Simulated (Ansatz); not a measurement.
## Electronic structure of GaH7O2Si2 in real space

The calculation's input:

```
crystal:
  periodic: [false, false, false]
  atoms:
    - {symbol: Si, position_ang: [-1.781611, 0.249678, 1.103739]}
    - {symbol: O, position_ang: [-0.885652, -1.115414, 1.086968]}
    - {symbol: Ga, position_ang: [0.647539, -1.751539, 0.466688]}
    - {symbol: O, position_ang: [1.548543, -0.672394, -0.612490]}
    - {symbol: Si, position_ang: [1.407118, 0.764818, -1.374613]}
    - {symbol: H, position_ang: [-0.914096, 1.461678, 1.110936]}
    - {symbol: H, position_ang: [-2.666782, 0.312396, -0.090358]}
    - {symbol: H, position_ang: [-2.621742, 0.257257, 2.329704]}
    - {symbol: H, position_ang: [1.163672, -3.150967, 0.840734]}
    - {symbol: H, position_ang: [1.925854, 1.864843, -0.517936]}
    - {symbol: H, position_ang: [2.192668, 0.720774, -2.635407]}
    - {symbol: H, position_ang: [-0.015513, 1.058870, -1.707956]}
basis:
  gaussian: {orbitals: def2-TZVPP}
hamiltonian: {xc: pbe0, dispersion: d4}
output: {orbitals: {seedname: orbitals}}
```

Run with:

```sh
ansatz run in.yaml --threads 4 --pin off --events-out ev --progress --plain --max-ram 10444MiB
```

Geometry: PBE0-D4/def2-TZVP.

Method: Ansatz, RKS PBE0-D4/def2-TZVPP.

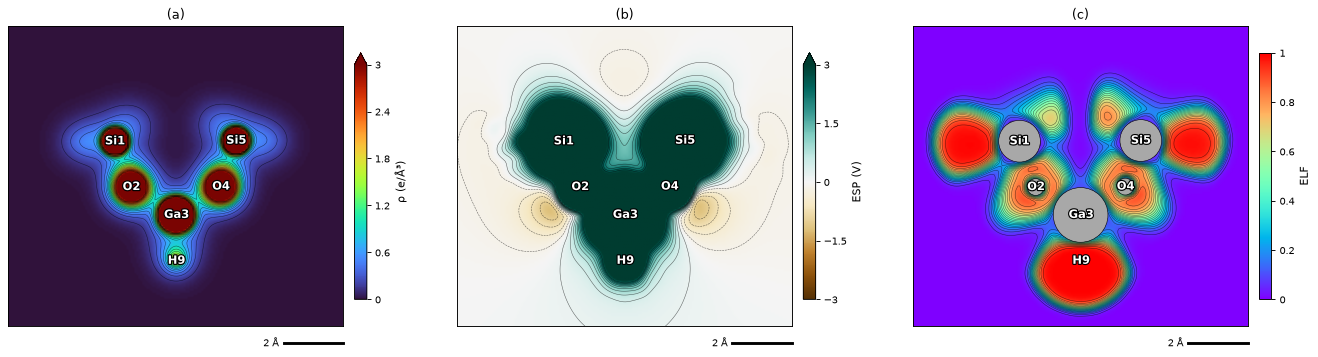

Figure 1. (a) electron density; (b) electrostatic potential; (c) ELF on the plane of atoms O2, Ga3 and H9. Grey discs cover the atomic cores in the ELF map.

Describe what can be read from this map.

- Atoms in the plane: Si, O, Ga and H.
- Si–O (1.63 Å): ρ is about 1.2 e/Å³ halfway; the ELF peaks at about 0.85 between the atoms; a polar covalent bond.
- Ga–O (1.77 Å): ρ is about 0.91 e/Å³ halfway; the ELF peaks at about 0.85 in the valence shell of O, 0.6 Å from its nucleus, and is about 0.20 at the midpoint.
- Ga–H (1.54 Å): ρ is about 1.1 e/Å³ halfway; the ELF climbs to about 1 towards the hydrogen.
- The ELF also peaks beside O2 and O4, away from the bonds: lone-pair regions.
- Outside the dense part of the molecule the potential is most negative (−1.2 V) near O2.

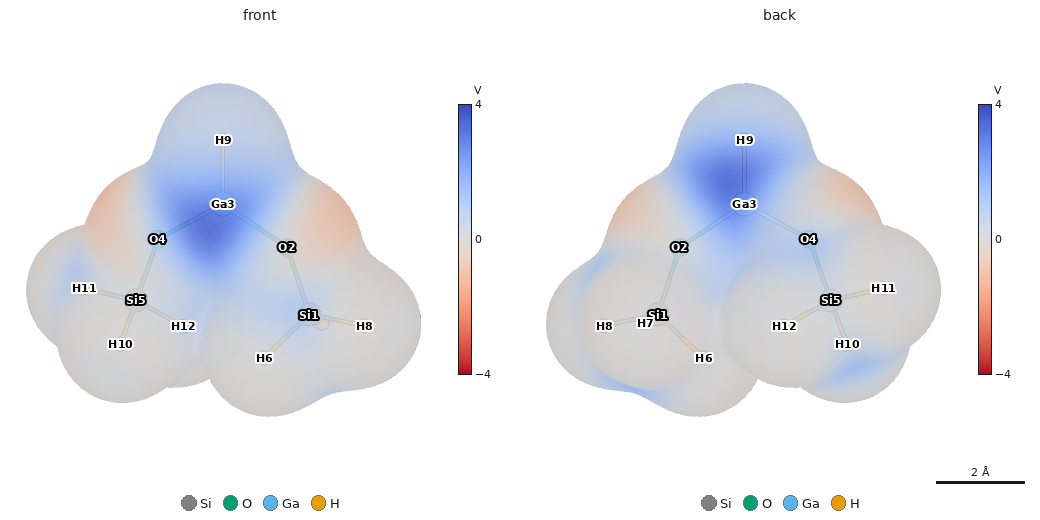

Figure 2. The molecular electrostatic potential painted on the density surface at 0.002 e/bohr³, seen from the front and from behind; red is negative and blue positive.

Which sites attract a positive test charge, and which a negative one?

A positive charge is drawn to the negative regions and a negative charge to the positive ones. The most negative region (about −0.9 V) lies over O2 and O4, the most positive (about +3.3 V) over Ga3.

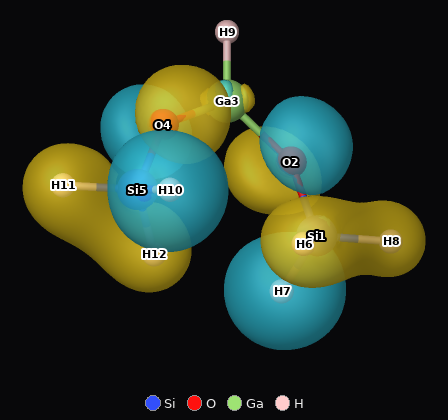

Figure 3. The HOMO−1 at ±0.06 Å⁻³ᐟ² (yellow and cyan are the two phases), seen at a tilt.

Where does this orbital lie, and at what energy?

Its weight (Hirshfeld) is mainly on O4 (about 20 %), O2 (about 20 %), Si5 (about 10 %), Si1 (about 10 %), H10 (about 10 %) and H7 (about 10 %). Its energy is −8.57 eV.
